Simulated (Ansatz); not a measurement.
# C2H3NSi: what the fields show

Input

```
crystal:
  periodic: [false, false, false]
  atoms:
    - { symbol: C, position_ang: [-2.3241, 0.28937, -1.23624] }
    - { symbol: Si, position_ang: [-0.88515, -0.19346, -0.44411] }
    - { symbol: "N", position_ang: [0.56105, -0.46864, 0.33677] }
    - { symbol: C, position_ang: [1.57556, 0.13141, 0.80456] }
    - { symbol: H, position_ang: [-3.00723, -0.51397, -1.51506] }
    - { symbol: H, position_ang: [1.04128, -1.32736, 0.67377] }
    - { symbol: H, position_ang: [1.72129, 1.2119, 0.78105] }
basis:
  gaussian: { orbitals: def2-SVP }
hamiltonian:
  xc: b3lyp
  dispersion: d4
relax:
  f_tol: 0.02
  max_steps: 50
output:
  orbitals: {}
```

Command:

```sh
ansatz run input.yaml --threads 1 --pin off --max-ram 2048MiB --backend cpu --events-out ev --progress --plain --runs-dir out
```

The fields are those of the relaxed geometry.

These are results of RKS B3LYP-D4/def2-SVP (Ansatz), not measurements.

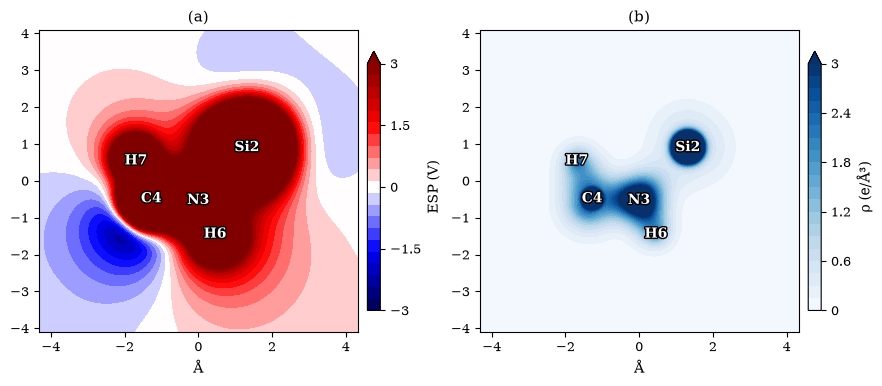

Figure 1. (a) electrostatic potential; (b) electron density on the plane of atoms N3, C4 and H7.

**Interpret the plot.**

Atoms in the plane: Si, N, C and H.
C–N (1.28 Å): ρ at the midpoint is about 2.7 e/Å³.
Si–N (1.95 Å): ρ is about 0.7 e/Å³ halfway.
N–H (1.02 Å): ρ at the midpoint is about 2.8 e/Å³.
C–H (1.11 Å): the density is about 1.9 e/Å³ at the midpoint.
Outside the dense part of the molecule the potential is most negative (−2.2 V) near C4.

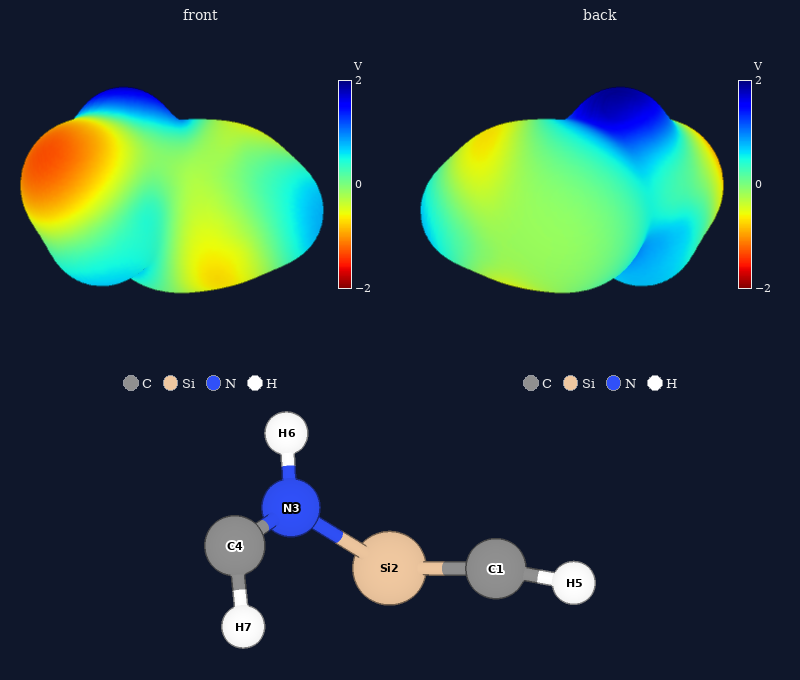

Figure 2. The molecular electrostatic potential painted on the density surface at 0.001 e/bohr³, seen from the front and from behind; the colour scale runs from red (negative) to blue (positive). The bare structure is drawn below in the same view.

**Which sites attract a positive test charge, and which a negative one?**

A positive charge is drawn to the negative regions and a negative charge to the positive ones. The most negative region (about −1.3 V) lies over C4, the most positive (about +1.9 V) over H6.

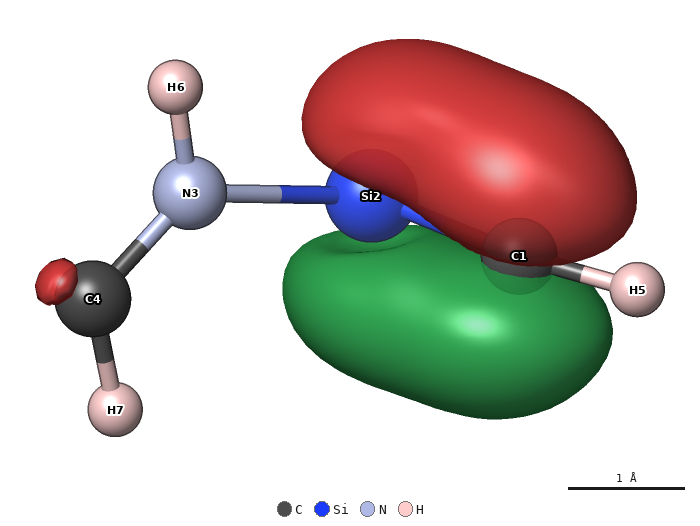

Figure 3. The HOMO−1 at ±0.15 Å⁻³ᐟ² (green and red are the two phases), seen across its widest extent.

**Describe this orbital and give its energy.**

Its weight (Hirshfeld) is mainly on C1 (about 50 %) and Si2 (about 40 %); π-bonding across C1–Si2. Its energy is −6.50 eV.
